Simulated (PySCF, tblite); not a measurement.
**C₂H₁₀F₂OSi₃: geometry, infrared bands and NMR shifts**

What infrared bands and NMR shifts should C₂H₁₀F₂OSi₃ (`FC(F)OC([SiH3])([SiH3])[SiH3]`) show?

The runs use tblite 0.8.0 and PySCF 2.14.0, with density-fitted response routines of our own; the level of theory stands in each step. All values are computed, except where a source is named. Atoms are numbered from 0 throughout.

### 1 The starting structure

18 atoms, charge 0, multiplicity 1; geometry from: force field or distance geometry start.

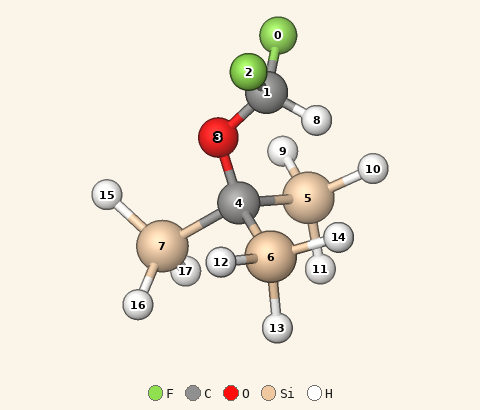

As it starts; fluorine green, carbon grey, oxygen red, silicon light orange, hydrogen white, atoms numbered.

### 2 Relaxing the molecule with GFN2-xTB

The job: settings as JSON, then the geometry in Å.

```
{"job": {"kind": "relax", "xc": "GFN2-xTB", "basis": "xTB"}, "charge": 0, "multiplicity": 1}
F      3.067600    -0.726500     0.177200
C      1.830600    -0.864300     0.783200
F      1.964000    -1.337800     2.084500
O      1.079000     0.278800     0.766900
C     -0.103600     0.253200     0.113600
Si     0.246200    -0.143100    -1.683700
Si    -1.393400    -0.893100     0.703400
Si    -0.760500     1.999900     0.175900
H      1.284700    -1.639000     0.208800
H      1.335100     0.736300    -2.097500
H      0.689300    -1.537300    -1.862800
H     -1.004500     0.090800    -2.429500
H     -1.723800    -0.728500     2.159700
H     -2.643200    -0.559900    -0.004900
H     -1.131500    -2.292700     0.425800
H      0.258400     2.887600     0.769500
H     -2.029100     2.068000     0.919700
H     -0.974000     2.414100    -1.221300
```

Run with:

```
> OMP_NUM_THREADS=1 python probes_run.py task.json out
```

This one command runs all jobs of the session in turn.

**Question.** This job is followed by: GFN2-xTB harmonic vibrations, gas phase; GIAO PBE0/pcSseg-1 NMR shielding, non-relativistic, gas phase. Predict these results of the whole session: strongest single infrared mode (GFN2-xTB); zero-point energy (GFN2-xTB); 13C shifts against TMS (PBE0/pcSseg-1); 1H shifts against TMS (PBE0/pcSseg-1, means over atoms taken as alike); 19F shifts against CFCl3 (PBE0/pcSseg-1, means over atoms taken as alike); 17O shifts against H2O (PBE0/pcSseg-1); 29Si shifts against TMS (PBE0/pcSseg-1, means over atoms taken as alike).

The runs gave:

```
                                                                 quantity                 value
                                strongest single infrared mode (GFN2-xTB)  781 cm⁻¹, 641 km/mol
                                             zero-point energy (GFN2-xTB)         65.3 kcal/mol
                                   13C shifts against TMS (PBE0/pcSseg-1)       125.1, 56.2 ppm
   1H shifts against TMS (PBE0/pcSseg-1, means over atoms taken as alike)        6.38, 4.20 ppm
19F shifts against CFCl3 (PBE0/pcSseg-1, means over atoms taken as alike)             -89.7 ppm
                                   17O shifts against H2O (PBE0/pcSseg-1)              95.9 ppm
 29Si shifts against TMS (PBE0/pcSseg-1, means over atoms taken as alike)             -65.4 ppm
```

**Reading.** Relaxing lowered the energy by 0.886 eV in 123 steps; the close pair that moved most is O3–C4, from 1.351 to 1.480 Å. No mode is imaginary among the 48: a minimum at this level. Unscaled tight-binding wavenumbers are off by several per cent, some by more. Its intensities can rank the bands wrongly. H8 (hydrogen on an sp3 CH bonded to 2 F and O) lies farthest downfield among hydrogen, at 6.38 ppm; its carbon carries F and O, hence the downfield position. At PBE0/pcSseg-1: The largest span, 181 ppm, is at F0, F2, where the paramagnetic term is -212 ppm.
